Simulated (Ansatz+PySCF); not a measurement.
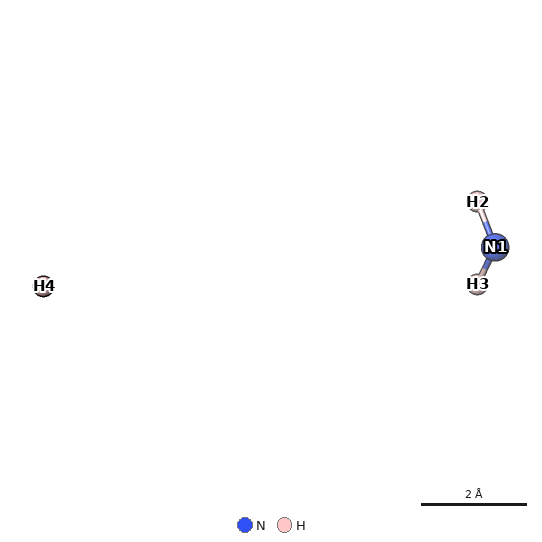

The picture comes from a calculation with Ansatz+PySCF.

Orthographic view. Depth is shown by fading: the farther an atom, the more it takes the colour of the background. Geometry: a fixed input geometry, not necessarily a minimum.

Give the distance matrix in Å.

```tsv
atom	N1	H2	H3	H4
N1	0.00			
H2	1.03	0.00		
H3	1.03	1.60	0.00	
H4	10.00	10.04	10.04	0.00
```
